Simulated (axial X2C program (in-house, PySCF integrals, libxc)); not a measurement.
**SnF⁻: properties at the nuclei**

Wanted for SnF⁻: properties at the nuclei, at the two-component level.

Computed with an in-house X2C program for linear molecules on PySCF integrals. Level: two-component X2C with atomic mean-field terms, Sn dyall-acv3z, F dyall-av3z.

All values are calculated.

## Step 1: Set-up

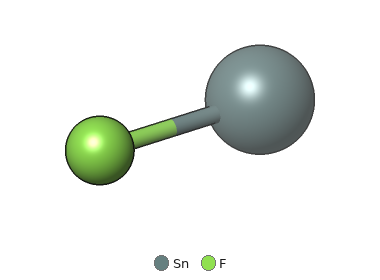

The two atoms at 2.040 Å (tin teal, fluorine green).

Contents of task.json:

```json
{"zs": [50, 9], "q": -1, "bas": ["dyall-acv3z", "dyall-av3z"], "r0": 2.04, "levels": ["PBE0", "HF", "B3LYP", "TPSSh", "LDA"], "nst": 3}
```

Keys: zs atomic numbers; q charge; bas basis sets; r0 starting distance in Å; levels methods (HF also brings MP2); nst determinants followed.

Started as:

```console
$ python soeom.py task.json out
```

Nuclei are Gaussian, cores are contracted, and the Gaunt term is on.

## Step 2: Expectation values, lowest determinant

R = 2.038 Å. State: Ω = 1 (excess of +ω over −ω: ω = -1/2, ω = 3/2).

Output of the PBE0 run:

```text
two-component X2C + atomic mean field  PBE0
basis functions 199  fitting functions 1002  grid points 5079
iter        total energy     max residual
   1      -6273.600645546     1.13e-01
   2      -6273.605601079     6.45e-04
   3      -6273.605601543     3.39e-04
   4      -6273.605603034     1.57e-04
   5      -6273.605603447     3.17e-05
   6      -6273.605603464     2.29e-06
   7      -6273.605603464     6.98e-07
converged
one-electron -8870.57098472  Coulomb 2660.50708404  exact exchange -43.52444368  xc functional -133.33600306  nuclear repulsion 116.84482086  atomic mean-field constant -3.52607691
```

The highest occupied spinor is 87% Sn p, 7% F p, 3% Sn d.

```
level  Eeff magnitude (GV/cm)  Ws magnitude Sn (kHz)  A∥/gI Sn (MHz)  qzz Sn (a.u.)  A∥/gI F (MHz)  qzz F (a.u.)
 PBE0                   0.444                  0.345            -840           1.96          -8.83          1.02
   HF                    3.11                    1.9            -931           2.16           10.3          0.95
B3LYP                    0.12                 0.0255            -716           2.00          -8.98          0.98
TPSSh                   0.368                  0.298            -766           1.96          -10.6          1.03
  LDA                   0.513                  0.208            -737           1.84            -18          1.01
```

Eeff is the effective electric field on the electron dipole moment in this Ω state and Ws the scalar–pseudoscalar constant (defined with the proton number Z and per Ω); A∥ is the parallel hyperfine constant, which follows by multiplying with the nuclear g factor gI = μI/(I μN); qzz is the electric field gradient, eQq0 = 234.96 MHz × Q/barn × qzz. The operators were transformed with the bare-nucleus X2C matrices.

## Step 3: Expectation values, a higher determinant

R = 2.038 Å. State: Ω = 0 (closed shell), 0.41 eV above the lowest in the PBE0 search for states (made at or near this distance, with looser thresholds).

Output of the PBE0 run:

```text
two-component X2C + atomic mean field  PBE0
basis functions 199  fitting functions 1002  grid points 5079
iter        total energy     max residual
   1      -6273.585663938     1.13e-01
   2      -6273.590622628     6.45e-04
   3      -6273.590623424     2.89e-04
   4      -6273.590624329     1.67e-04
   5      -6273.590624823     3.01e-05
   6      -6273.590624839     2.28e-06
   7      -6273.590624839     6.88e-07
converged
one-electron -8870.21506708  Coulomb 2660.13116029  exact exchange -43.51319879  xc functional -133.31226320  nuclear repulsion 116.84482086  atomic mean-field constant -3.52607691
```

The highest occupied spinor is 88% Sn p, 7% F p, 3% Sn d.

```csv
level,qzz Sn (a.u.),qzz F (a.u.)
PBE0,2.08,0.99
HF,2.16,0.92
B3LYP,2.11,0.96
TPSSh,2.05,1.00
LDA,2.05,0.98
```

## Step 4: Expectation values, a higher determinant

R = 2.038 Å. State: Ω = 2 (excess of +ω over −ω: ω = 1/2, ω = 3/2), 0.61 eV above the lowest in the PBE0 search for states (made at or near this distance, with looser thresholds).

Output of the PBE0 run:

```text
two-component X2C + atomic mean field  PBE0
basis functions 199  fitting functions 1002  grid points 5079
iter        total energy     max residual
   1      -6273.578088870     1.13e-01
   2      -6273.583050738     6.46e-04
   3      -6273.583051596     2.84e-04
   4      -6273.583052436     1.67e-04
   5      -6273.583052929     3.19e-05
   6      -6273.583052949     2.71e-06
   7      -6273.583052949     7.53e-07
converged
one-electron -8869.77477951  Coulomb 2659.68964567  exact exchange -43.51108805  xc functional -133.30557501  nuclear repulsion 116.84482086  atomic mean-field constant -3.52607691
```

The highest occupied spinor is 88% Sn p, 7% F p, 3% Sn d.

```
level  Eeff magnitude (GV/cm)  Ws magnitude Sn (kHz)  A∥/gI Sn (MHz)  qzz Sn (a.u.)  A∥/gI F (MHz)  qzz F (a.u.)
 PBE0                     1.2                  0.341             635           1.66             30          1.00
   HF                    1.82                  0.523             573           1.69           21.7          0.93
B3LYP                    1.21                  0.342             646           1.69           30.8          0.97
TPSSh                    1.03                  0.292             624           1.64           31.4          1.01
  LDA                    1.16                  0.325             664           1.64           36.1          0.99
```

## Step 5: What came out

| quantity | value |
| --- | --- |
| lowest determinant | Ω = 1 (excess of +ω over −ω: ω = -1/2, ω = 3/2) |
| Eeff magnitude (GV/cm), PBE0 | 0.444 |
| Ws magnitude Sn (kHz), PBE0 | 0.345 |
| A∥/gI Sn (MHz), PBE0 | -840 |
| qzz Sn (a.u.), PBE0 | 1.96 |
| higher determinant | Ω = 0 (closed shell) |
| qzz Sn (a.u.), PBE0, higher determinant | 2.08 |
| qzz F (a.u.), PBE0, higher determinant | 0.99 |
| higher determinant | Ω = 2 (excess of +ω over −ω: ω = 1/2, ω = 3/2) |
| Eeff magnitude (GV/cm), PBE0, higher determinant | 1.2 |
| Ws magnitude Sn (kHz), PBE0, higher determinant | 0.341 |
| A∥/gI Sn (MHz), PBE0, higher determinant | 635 |
| qzz Sn (a.u.), PBE0, higher determinant | 1.66 |

In the first state, the effective field runs from 0.12 to 3.11 GV/cm over the mean-field levels, so the levels don't agree on it. The expectation values come from single determinants, which for open shells can mix terms of unlike spin or miss the lowest Ω, so a determinant need not be a state. Eeff is the effective electric field on the electron dipole moment in this Ω state and Ws the scalar–pseudoscalar constant (defined with the proton number Z and per Ω); A∥ is the parallel hyperfine constant, which follows by multiplying with the nuclear g factor gI = μI/(I μN); qzz is the electric field gradient, eQq0 = 234.96 MHz × Q/barn × qzz. The operators were transformed with the bare-nucleus X2C matrices.
